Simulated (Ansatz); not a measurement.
**C$_{2}$H$_{2}$Se (SMILES C#C[SeH]): density, localisation and related maps**

The calculation's input:

```
crystal:
  periodic: [false, false, false]
  atoms:
    - {symbol: C, position_ang: [-1.667545, 0.223346, -1.168128]}
    - {symbol: C, position_ang: [-1.275201, 1.205040, -0.593973]}
    - {symbol: Se, position_ang: [-0.809917, 2.765916, 0.251188]}
    - {symbol: H, position_ang: [-2.002317, -0.649857, -1.672711]}
    - {symbol: H, position_ang: [0.537983, 2.306495, 0.636480]}
basis:
  gaussian:
    orbitals: def2-TZVPD
magnetization:
  spin_polarized: false
hamiltonian:
  xc: pbe0
output: {forces: true, orbitals: {seedname: orbitals}}
```

Run with:

```sh
ansatz run input.yaml --threads 2 --pin off --max-ram 4350MiB --events-out events.jsonl --progress --plain --runs-dir runs
```

Geometry: B3LYP-D4/def2-TZVP.

Level of theory: Ansatz 0.2.0, isolated molecule in a Gaussian basis; Kohn-Sham density functional theory, functional PBE0.

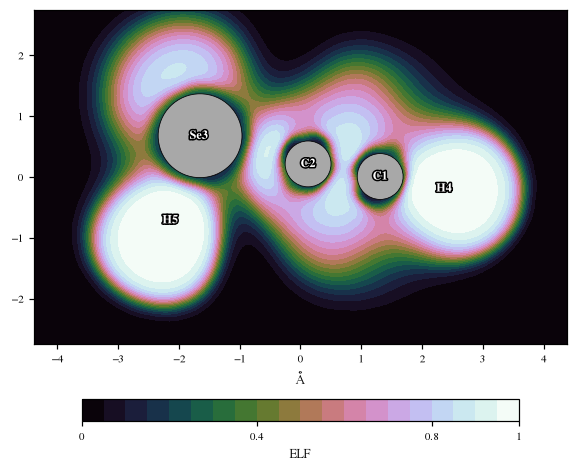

Figure 1. Electron localisation function on the molecular plane. Grey discs cover the atomic cores.

Read the bonding off the picture.

Answer.
- The section cuts through C, Se and H sites.
- C–C (1.20 Å): the ELF peaks at about 0.80 between the atoms (a short, multiple covalent bond).
- C–Se (1.83 Å): the ELF peaks at about 0.90 between the atoms (localised, covalent bonding).
- C–H (1.06 Å): the ELF climbs to about 1 towards the hydrogen, as it does in any bond to H; a covalent bond by its length.
- Se–H (1.48 Å): the ELF climbs to about 1 towards the hydrogen.
- The ELF also peaks beside Se3, away from the bonds: lone-pair regions.

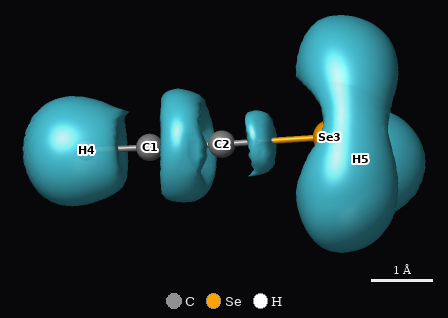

Figure 2. Isosurface of the electron localisation function at 0.8 (cyan), seen from one side. Only the valence region is drawn (cores and ρ < 0.01 e/Å³ removed).

What do the ELF domains correspond to?

Answer. At this value the surface marks out one region between bonded C–C atoms (shared pairs), one region between bonded C–Se atoms (shared pairs), two regions around hydrogen nuclei and one region wrapped around Se (its valence shell).

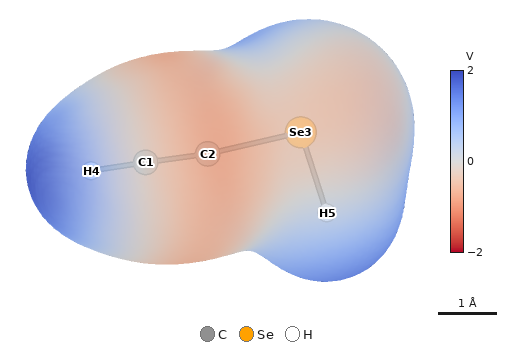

Figure 3. The molecular electrostatic potential painted on the density surface at 0.002 e/bohr³, seen at a tilt; the colour scale runs from red (negative) to blue (positive).

Which sites attract a positive test charge, and which a negative one?

Answer. A positive charge is drawn to the negative regions and a negative charge to the positive ones. The most negative region (about −0.8 V) lies over C1 and C2, the most positive (about +1.8 V) over H4.

How polar is the molecule by this calculation?

Answer. Its dipole moment is 0.57 D.

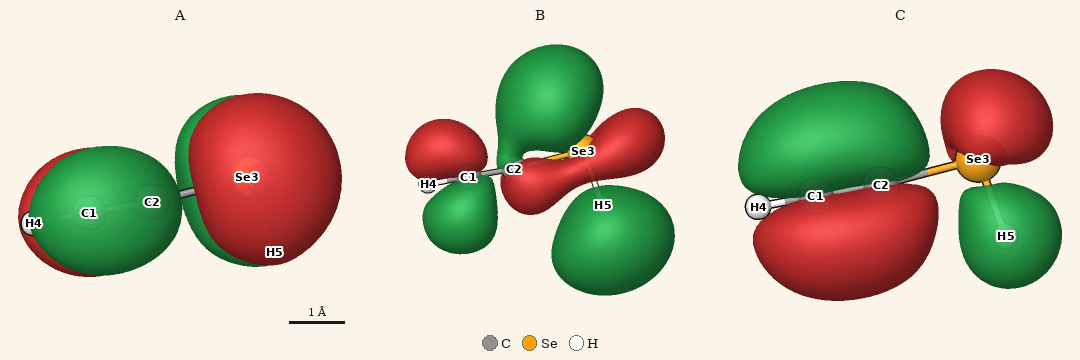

Figure 4. Three frontier orbitals at ±0.06 Å⁻³ᐟ² (green and red are the two phases), in no order.

Which picture is the HOMO−1, the HOMO and the LUMO?

Answer. C is the HOMO−1 (−8.33 eV). By Hirshfeld shares it lies mainly on C1 (about 40 %), C2 (about 40 %) and Se3 (about 15 %); it is symmetric in the molecular plane (an in-plane orbital: σ, lone-pair or in-plane π type). A is the HOMO (−6.85 eV). It lies mainly on Se3 (about 60 %), C1 (about 25 %) and C2 (about 15 %); it changes sign across the molecular plane (π type); π-bonding across C1–C2. B is the LUMO (−0.61 eV). By Hirshfeld shares it lies mainly on Se3 (about 45 %), H5 (about 25 %), C1 (about 15 %) and C2 (about 15 %); it is symmetric in the molecular plane (an in-plane orbital: σ, lone-pair or in-plane π type).

What is the HOMO–LUMO gap?

Answer. 6.24 eV between the orbital energies.
